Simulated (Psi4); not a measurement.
# InNH3 (SMILES [NH2][InH]) at UBLYP/def2-SVP (core potential)

What is the vertical ionisation energy of InNH3 at UBLYP/def2-SVP (core potential)? Input form: a Python script.

Program for the calculation: Psi4 1.11.

6 further runs of the same task are left out: 4 that didn't finish, 2 set aside as unsound or not needed.

## (1) The molecule

InNH3 has 5 atoms, charge 0, and is taken as a doublet. SMILES: `[NH2][InH]`. The shape is that of a PBE0-D4/def2-TZVP optimisation. This is one conformer, not always the lowest.

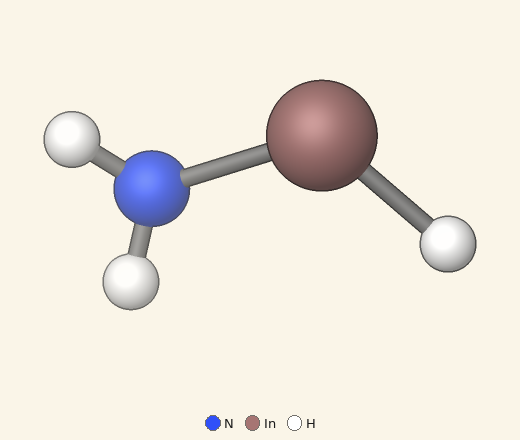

Viewed from a chosen angle; nitrogen blue, indium brown, hydrogen white.

## (2) Energy and gradient at UBLYP/def2-SVP (core potential)

File job.py:

```python
import psi4

psi4.set_memory(1600000000)
psi4.set_num_threads(1)
psi4.set_output_file('output.dat', False)

molecule = psi4.geometry("""
0 2
N
In 1 2.036283
H 1 1.01063 2 120.04751
H 1 1.008772 3 109.83843 2 -146.88263
H 2 1.761281 1 116.35753 4 169.00213
symmetry c1
no_reorient
no_com
""")

psi4.set_options({
    'basis': 'def2-SVP',
    'reference': 'uks',
    'puream': True,
    'e_convergence': 1e-09,
    'd_convergence': 1e-08,
    'scf_type': 'pk',
    'dft_radial_points': 99,
    'dft_spherical_points': 590,
    'maxiter': 200,
})

e_tot, wfn = psi4.gradient("blyp", return_wfn=True)
print('gradient / Eh bohr^-1')
print(e_tot.np.round(6))
print(f'energy = {wfn.energy():.10f} Eh')
for k, v in sorted(psi4.core.scalar_variables().items()):
    print(f'{k:45s} {v:18.10f}')
```

On the command line:

```console
$ python job.py
```

output.dat, shortened:

```text
[...]
    !!!  WARNING: ECP capability is in beta. Please check occupations closely.  !!!
[...]
  Running in c1 symmetry.
[...]
  Nuclear repulsion =   61.852742773971357
[...]
  Multiplicity = 2
[...]
  Nalpha       = 16
  Nbeta        = 15
[...]
    Number of basis functions: 55
[...]
   @UKS iter   1:  -246.03412881586854   -5.88214e-01   1.86339e-02 DIIS/ADIIS
[...]
   @UKS iter  14:  -246.53389939346565   -9.94760e-13   3.62246e-09 DIIS
[...]
   @S^2 Observed:                7.523223741E-01
[...]
    Orbital Energies [Eh]
    ---------------------
    Alpha Occupied:
       1A    -13.992977     2A     -4.465871     3A     -2.908925
       4A     -2.904273     5A     -2.900536     6A     -0.735135
       7A     -0.672162     8A     -0.668829     9A     -0.666352
      10A     -0.665705    11A     -0.655710    12A     -0.409456
      13A     -0.371573    14A     -0.275827    15A     -0.201811
      16A     -0.158509
    Alpha Virtual:
      17A     -0.063179    18A     -0.002725    19A      0.044529
      20A      0.086157    21A      0.107921    22A      0.137484
      23A      0.163996    24A      0.168546    25A      0.227971
[...]
  @UKS Final Energy:  -246.53389939346565
   => Energetics <=
    Nuclear Repulsion Energy =             61.8527427739713573
    One-Electron Energy =                -534.2504334602697327
    Two-Electron Energy =                 250.5083181398799184
    DFT Exchange-Correlation Energy =     -24.6445268470472065
    Empirical Dispersion Energy =           0.0000000000000000
    VV10 Nonlocal Energy =                  0.0000000000000000
    Total Energy =                       -246.5338993934656457
[...]
 Multipole Moments:
 ------------------------------------------------------------------------------------
     Multipole            Electronic (a.u.)      Nuclear  (a.u.)        Total (a.u.)
 ------------------------------------------------------------------------------------
 L = 1.  Multiply by 2.5417464519 to convert [e a0] to [Debye]
 Dipole X            :          0.5508317           -0.2411870            0.3096447
 Dipole Y            :         -2.3145786            2.3103885           -0.0041900
 Dipole Z            :         20.1447824          -20.4954030           -0.3506206
 Magnitude           :                                                    0.4677951
[...]
  -Total Gradient:
     Atom            X                  Y                   Z
    ------   -----------------  -----------------  -----------------
       1        0.007341595424     0.002249368392     0.001519707138
       2       -0.003783774610     0.006948917585    -0.014264632086
       3       -0.000332066398    -0.012658152866     0.008000009380
       4       -0.006919481010     0.010081759718     0.008059793569
       5        0.003694090458    -0.006620915401    -0.003315793070
[...]
```

The script printed:

```text
Memory set to   1.490 GiB by Python driver.
  Threads set to 1 by Python driver.
gradient / Eh bohr^-1
[[ 0.007342  0.002249  0.00152 ]
 [-0.003784  0.006949 -0.014265]
 [-0.000332 -0.012658  0.008   ]
 [-0.006919  0.010082  0.00806 ]
 [ 0.003694 -0.006621 -0.003316]]
energy = -246.5338993935 Eh
CURRENT ENERGY                                   -246.5338993935
CURRENT REFERENCE ENERGY                         -246.5338993935
DD SOLVATION ENERGY                                 0.0000000000
DFT FUNCTIONAL TOTAL ENERGY                      -246.5338993935
DFT TOTAL ENERGY                                 -246.5338993935
DFT VV10 ENERGY                                     0.0000000000
DFT XC ENERGY                                     -24.6445268470
GRID ELECTRONS ALPHA                               16.0000000063
GRID ELECTRONS BETA                                15.0000000351
GRID ELECTRONS TOTAL                               31.0000000414
NUCLEAR REPULSION ENERGY                           61.8527427740
ONE-ELECTRON ENERGY                              -534.2504334603
PCM POLARIZATION ENERGY                             0.0000000000
PE ENERGY                                           0.0000000000
SCF ITERATION ENERGY                             -246.5338993935
SCF ITERATIONS                                     14.0000000000
SCF TOTAL ENERGY                                 -246.5338993935
TWO-ELECTRON ENERGY                               250.5083181399
XC GRID RADIAL POINTS                              99.0000000000
XC GRID SPHERICAL POINTS                          590.0000000000
XC GRID TOTAL POINTS                           278890.0000000000
```

Run time: 9 s. Hardware: 1 thread of Intel Xeon 6975P-C (Granite Rapids), shared host; peak memory 0.63 GiB.

## (3) The singlet cation at the same level

File run.py:

```python
import psi4

psi4.set_memory('1600 MB')
psi4.set_num_threads(1)
psi4.set_output_file('h3inn.out', False)

mol = psi4.geometry("""
1 1
N     -0.299400    -0.736500     0.264700
In     0.846600     0.946400     0.296000
H     -0.846800    -0.960800    -0.554700
H      0.017600    -1.585600     0.707600
H      0.331900     2.262600    -0.755100
symmetry c1
""")

psi4.set_options({
    'basis': 'def2-SVP',
    'reference': 'rks',
    'puream': True,
    'e_convergence': 1e-09,
    'd_convergence': 1e-08,
    'scf_type': 'pk',
    'dft_radial_points': 99,
    'dft_spherical_points': 590,
})

energy_value, wavefunction = psi4.gradient("blyp", molecule=mol, return_wfn=True)
psi4.oeprop(wavefunction, "MULLIKEN_CHARGES", "LOWDIN_CHARGES", "QUADRUPOLE", title="BLYP")
print('gradient / Eh bohr^-1')
print(energy_value.np.round(6))
print(f'energy = {wavefunction.energy():.10f} Eh')
```

On the command line:

```console
$ python run.py
```

h3inn.out, shortened:

```text
[...]
    !!!  WARNING: ECP capability is in beta. Please check occupations closely.  !!!
[...]
  Running in c1 symmetry.
[...]
  Nuclear repulsion =   61.852746045763581
[...]
  Multiplicity = 1
[...]
  Nalpha       = 15
  Nbeta        = 15
[...]
    Number of basis functions: 55
[...]
   @RKS iter   1:  -245.79839626618408   -3.56114e-01   1.77130e-02 DIIS/ADIIS
[...]
   @RKS iter  15:  -246.25891626768538   -1.36424e-12   5.73486e-10 DIIS
[...]
  @RKS Final Energy:  -246.25891626768538
   => Energetics <=
    Nuclear Repulsion Energy =             61.8527460457635812
    One-Electron Energy =                -526.2555307026791525
    Two-Electron Energy =                 242.5218945319110162
    DFT Exchange-Correlation Energy =     -24.3780261426808380
    Empirical Dispersion Energy =           0.0000000000000000
    VV10 Nonlocal Energy =                  0.0000000000000000
    Total Energy =                       -246.2589162676853789
[...]
  -Total Gradient:
     Atom            X                  Y                   Z
    ------   -----------------  -----------------  -----------------
       1       -0.007240285205    -0.008624501711    -0.028477117906
       2        0.018004388947     0.001253483119     0.026570705713
       3        0.002061579721    -0.000063029026     0.022491981568
       4       -0.002558790017     0.015725483751    -0.009766682870
       5       -0.010266651885    -0.008292744810    -0.010818668893
[...]
 Multipole Moments:
 ------------------------------------------------------------------------------------
     Multipole            Electronic (a.u.)      Nuclear  (a.u.)        Total (a.u.)
 ------------------------------------------------------------------------------------
 L = 1.  Multiply by 2.5417464519 to convert [e a0] to [Debye]
 Dipole X            :         12.6300764          -12.4139086            0.2161678
 Dipole Y            :         16.0074934          -16.3015989           -0.2941055
 Dipole Z            :          2.4511200           -2.3686144            0.0825056
 Magnitude           :                                                    0.3742108
 L = 2.  Multiply by 1.3450342976 to convert [e a0^2] to [Debye ang]
 Quadrupole XX       :        -55.3088642           37.3524499          -17.9564143
 Quadrupole XY       :        -50.6066915           52.3617706            1.7550790
[...]
```

The script printed:

```text
Memory set to   1.490 GiB by Python driver.
  Threads set to 1 by Python driver.
gradient / Eh bohr^-1
[[-7.2400e-03 -8.6250e-03 -2.8477e-02]
 [ 1.8004e-02  1.2530e-03  2.6571e-02]
 [ 2.0620e-03 -6.3000e-05  2.2492e-02]
 [-2.5590e-03  1.5725e-02 -9.7670e-03]
 [-1.0267e-02 -8.2930e-03 -1.0819e-02]]
energy = -246.2589162677 Eh
```

It took 6.3 s on 1 thread of Intel Xeon 6975P-C (Granite Rapids), shared host; peak memory 0.62 GiB.

## (4) Outcome

Level: UBLYP/def2-SVP (core potential).

```
                                          quantity          value
                       doublet InNH3: total energy  -246.53390 Eh
                      doublet InNH3: dipole moment         1.19 D
 doublet InNH3: HOMO energy (highest over α and β)       -4.31 eV
  doublet InNH3: LUMO energy (lowest over α and β)       -3.46 eV
                               doublet InNH3: ⟨S²⟩          0.752
           doublet InNH3: largest force on an atom     0.839 eV/Å
                      singlet cation: total energy  -246.25892 Eh
                       singlet cation: HOMO energy      -11.58 eV
                       singlet cation: LUMO energy      -10.66 eV
                     singlet cation: HOMO–LUMO gap        0.93 eV
          singlet cation: largest force on an atom     1.652 eV/Å
vertical ionisation energy (to the singlet cation)       7.483 eV
```

What this shows: The vertical ionisation energy comes to 7.48 eV (722 kJ/mol). The largest force (doublet InNH3) is 0.84 eV/Å: the shape isn't a stationary point for this species at this level. Only the singlet of the ionised species was computed; a triplet could lie lower. Mulliken charges (singlet cation) run from -0.25 on N1 to +0.82 on In2; they depend strongly on the basis.
